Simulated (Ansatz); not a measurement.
# C3H12OSi2: what the fields show

The calculation's input:

```
crystal:
  periodic: [false, false, false]
  atoms:
    - { symbol: C, position_ang: [-1.6378, -1.5029, -0.2934] }
    - { symbol: C, position_ang: [-0.5728, -1.0656, 0.6551] }
    - { symbol: C, position_ang: [0.7304, -0.6913, -0.0428] }
    - { symbol: O, position_ang: [1.261, -1.8004, -0.8341] }
    - { symbol: Si, position_ang: [0.7975, 0.9722, -0.9643] }
    - { symbol: Si, position_ang: [0.5608, 2.6845, 0.6087] }
    - { symbol: H, position_ang: [-1.3657, -2.3013, -0.9308] }
    - { symbol: H, position_ang: [-2.5359, -1.7407, 0.2541] }
    - { symbol: H, position_ang: [-1.97, -0.6094, -0.9124] }
    - { symbol: H, position_ang: [-0.9159, -0.2475, 1.3247] }
    - { symbol: H, position_ang: [-0.3997, -1.9256, 1.3314] }
    - { symbol: H, position_ang: [1.5406, -0.5881, 0.775] }
    - { symbol: H, position_ang: [1.1775, -2.5685, -0.2712] }
    - { symbol: H, position_ang: [2.0704, 1.1612, -1.6382] }
    - { symbol: H, position_ang: [-0.3028, 1.0332, -1.9502] }
    - { symbol: H, position_ang: [-0.73, 2.5601, 1.3425] }
    - { symbol: H, position_ang: [1.6612, 2.6163, 1.6202] }
    - { symbol: H, position_ang: [0.5936, 4.0251, -0.0224] }
basis:
  gaussian: { orbitals: "6-31G" }
hamiltonian:
  xc: cam_b3lyp
  dispersion: d4
relax:
  f_tol: 0.02
  max_steps: 50
output:
  orbitals: {}
```

Command:

```sh
ansatz run input.yaml --threads 2 --pin off --max-ram 3072MiB --backend cpu --events-out ev --progress --plain --runs-dir out
```

The fields are those of the run's last geometry, not of the input's.

Method: RKS CAM-B3LYP-D4/6-31G (Ansatz).

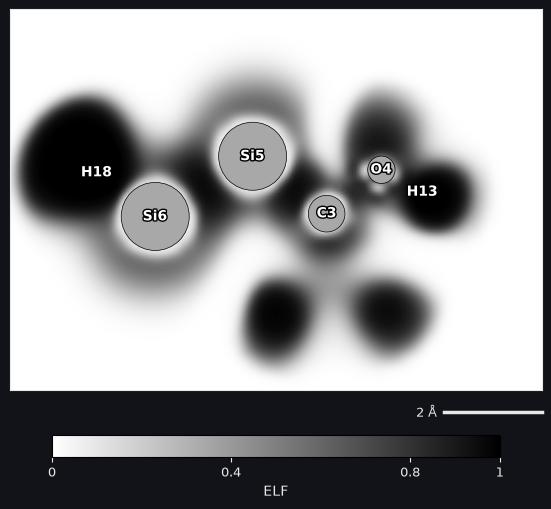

Figure 1. ELF on the plane of atoms Si5, Si6 and H18. Grey discs cover the atomic cores.

> What do the fields say about this system?

- The section cuts through C, O, Si and H sites.
- C–O (1.46 Å): the ELF peaks at about 0.85 between the atoms (a polar covalent bond).
- C–Si (1.93 Å): the ELF peaks at about 0.95 between the atoms: a shared electron pair.
- Si–Si (2.36 Å): the ELF peaks at about 0.95 between the atoms (a shared electron pair).
- O–H (0.98 Å): the ELF climbs to about 1 towards the hydrogen, as it does in any bond to H (a covalent bond by its length).
- Si–H (1.50 Å): the ELF climbs to about 1 towards the hydrogen.
- The ELF also peaks beside O4, away from the bonds: lone-pair regions.

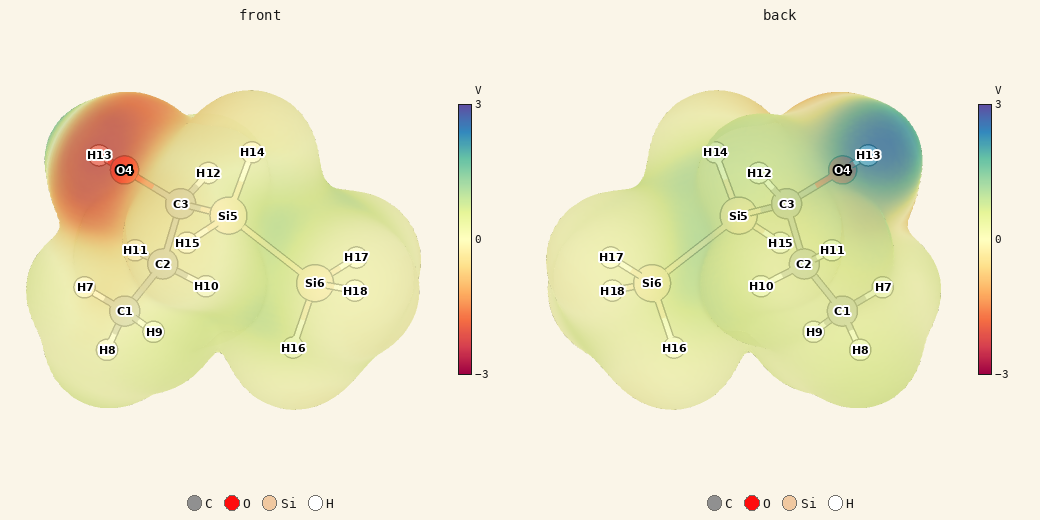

Figure 2. The molecular electrostatic potential painted on the density surface at 0.002 e/bohr³, seen from the front and from behind; the colour scale runs from red (negative) to blue (positive).

> Which sites attract a positive test charge, and which a negative one?

A positive charge is drawn to the negative regions and a negative charge to the positive ones. The most negative region (about −2.0 V, or −46 kcal/mol for a unit charge) lies over O4, the most positive (about +2.3 V, or +53 kcal/mol for a unit charge) over H13. O4 is the likeliest acceptor of a hydrogen bond.

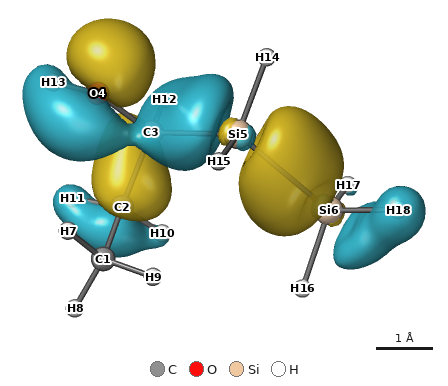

Figure 3. The HOMO at ±0.1 Å⁻³ᐟ² (yellow and cyan are the two phases), seen across its widest extent.

> Where does this orbital lie, and at what energy?

It lies mainly on O4 (about 40 %), Si5 (about 15 %), C3 (about 15 %), Si6 (about 15 %) and C2 (about 10 %). Its energy is −9.11 eV.
